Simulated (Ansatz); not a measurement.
The compound is FeI2 (1T sheet).

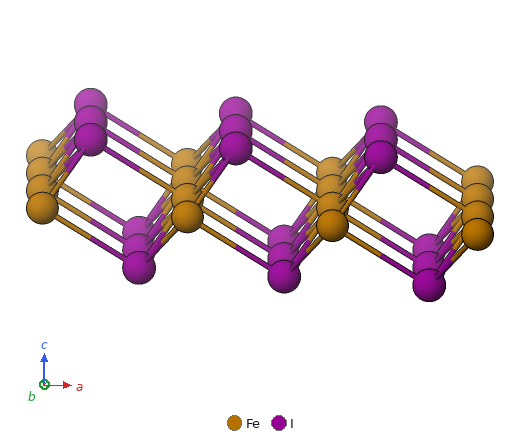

The structure (iron orange, iodine purple). 3×3×1 cells are drawn. Some periodic images of atoms are drawn too.

The cell holds 3 atoms: 1 Fe and 2 I. Cell: a = 3.790 Å, b = 3.790 Å, c = 30.583 Å, α = 90.0°, β = 90.0°, γ = 120.0°. Vacuum lies along c.

```xyz
3
Lattice="0.0000 2.6796 2.6796 2.6796 -2.6796 0.0000 17.6570 17.6570 -17.6570" Properties=species:S:1:pos:R:3
Fe    5.5978    5.5978   -5.5978
I     8.1680    5.4884   -5.4884
I     5.7072    5.7072   -3.0276
```

The structure was relaxed with PBEsol. The structure was generated from a model, not taken from a measurement. The runs that relaxed it are not among those shown. The program's search for lower electronic states was switched off, so nothing shows that the state found is the lowest. Spin-orbit coupling is left out unless a run names it. PAW set soft_2, made with PBE.

A constrained-RPA run (Ansatz 0.2.0; non-magnetic PBEsol; Fe d, bands v3 to c2, 6×6×1 mesh, medium accuracy) builds 5 functions on bands 2.5 eV wide, with 6.0 electrons in the window. The bare on-site interaction is 16.5 eV and the bare J 0.52 eV.

Q: What U and J survive the screening?

On the Fe d shell, U = 3.45 eV (21 % of the bare value), U′ = 2.63 eV, J = 0.40 eV.

The parent state is non-magnetic and the interaction static (zero frequency); U depends on the window and the orbitals, so it belongs to this model alone.

[Paths, hosts, dates, memory and timing lines, banners, echoed tables and standing remarks are left out of the program output.]

[Logs are printed without paths, hosts, clocks, repeated set-up lines and the standing remarks that a program may print on its own settings, such as how far it seeks lower states.]

[Runs of the session that timed out or met a known fault of the program may be left out.]

[Hosts, paths, dates, database ids (printed as entryN), source tags and the programs' standing remarks are cut or masked in the printed files.]
